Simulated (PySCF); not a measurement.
## Electronic structure of C4H9BClN (SMILES C=CCNB(C)Cl) in real space

```
atom    x (Å)    y (Å)    z (Å)
   C   2.2545   0.7158   0.5275
   C   2.1404  -0.4814  -0.0152
   C   0.8462  -1.1781  -0.3234
   N  -0.3186  -0.5006   0.2045
   B  -1.3650   0.0858  -0.4855
   C  -2.5567   0.8219   0.2584
  Cl  -1.3703  -0.0066  -2.2278
   H   3.2154   1.1612   0.7175
   H   1.3927   1.3056   0.7931
   H   3.0198  -1.0499  -0.2870
   H   0.7337  -1.2533  -1.4094
   H   0.8896  -2.2003   0.0769
   H  -0.2974  -0.4443   1.2125
   H  -2.4395   0.8186   1.3392
   H  -3.5130   0.3560   0.0284
   H  -2.6395   1.8586  -0.0620
```

Geometry: GFN2-xTB.

Computed with PBE0/pcSseg-1, SCF density, gas phase, non-relativistic in PySCF 2.14.0.

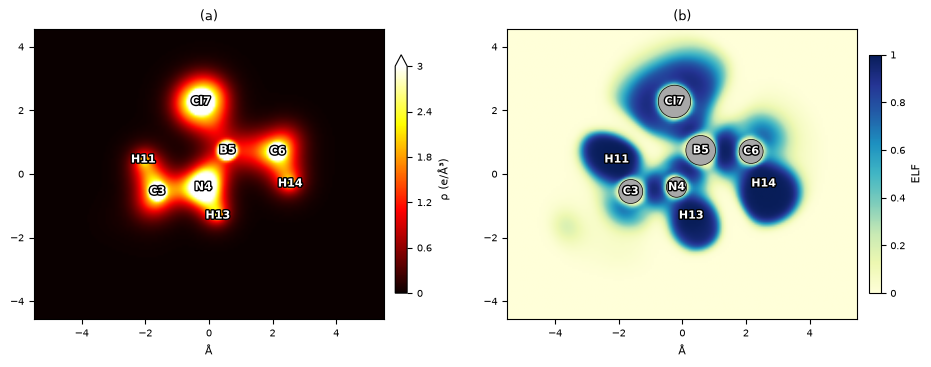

Figure 1. (a) electron density; (b) electron localisation function on the plane of atoms C3, N4 and H13. Grey discs cover the atomic cores in the ELF map.

> Describe what can be read from this map.

The section cuts through C, N, B, Cl and H sites.
B–N (1.38 Å): the density is about 2 e/Å³ at the midpoint; the ELF peaks at about 0.90 between the atoms (a short, strongly polar bond).
C–N (1.45 Å): ρ at the midpoint is about 1.9 e/Å³; the ELF peaks at about 0.95 between the atoms: a shared electron pair.
C–B (1.59 Å): ρ is about 1.4 e/Å³ halfway; the ELF peaks at about 1 between the atoms; a covalent bond.
B–Cl (1.74 Å): ρ is about 1.4 e/Å³ halfway; the ELF peaks at about 0.90 between the atoms, as expected for a polar covalent bond.
N–H (1.01 Å): ρ at the midpoint is about 2.9 e/Å³; the ELF climbs to about 1 towards the hydrogen, as it does in any bond to H; an ordinary covalent bond to hydrogen.
The ELF also peaks beside Cl7, away from the bonds: lone-pair regions.

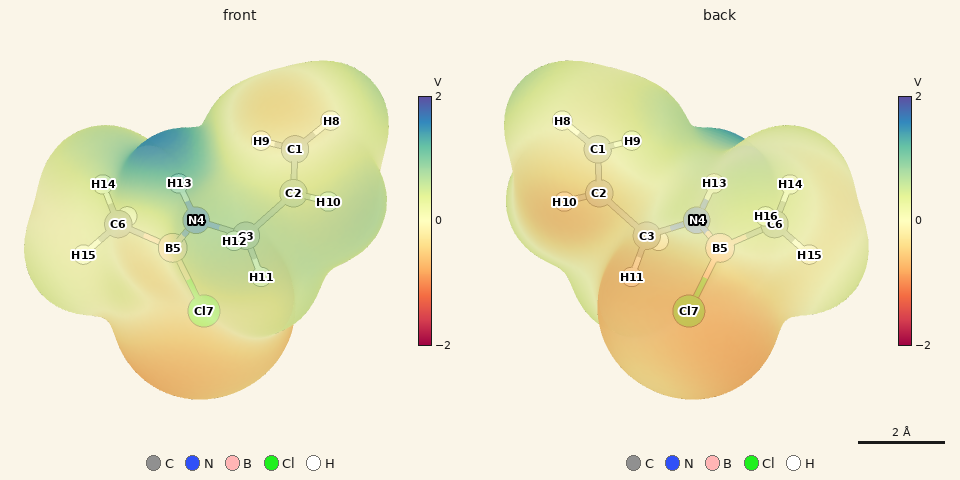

Figure 2. The electrostatic potential painted on the density surface at 0.001 e/bohr³, seen from the front and from behind; the colour scale runs from red (negative) to blue (positive).

> Where is the surface potential most negative and most positive?

The most negative region (about −0.8 V) lies over Cl7, the most positive (about +1.5 V) over H13.

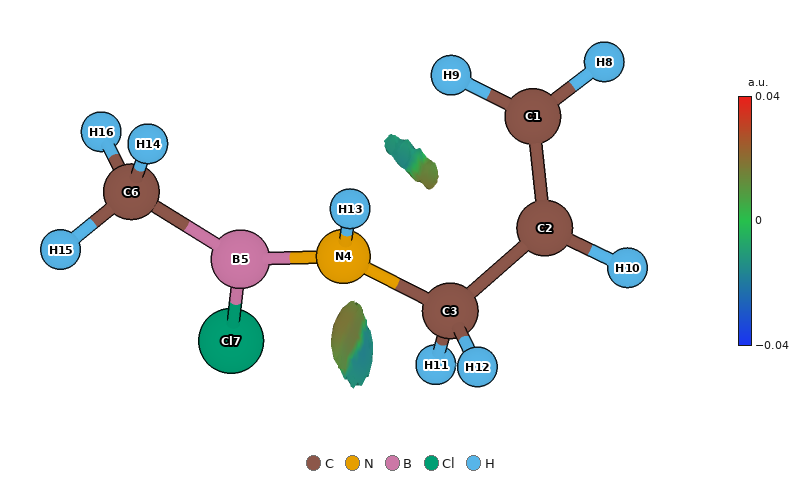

Figure 3. Non-covalent interaction (NCI) plot: the surface where the reduced density gradient is 0.5, for densities under 0.05 a.u., coloured by sign(λ₂)ρ; seen across its widest extent.

> Identify the weak interactions.

Between H11 and C3 on one side and Cl7 on the other: a weak contact, attractive (blue-green) on one side and crowded (olive to red) on the other; between H9 and C1 on one side and N4 and C3 on the other: a weak contact, attractive (blue-green) on one side and crowded (olive to red) on the other.
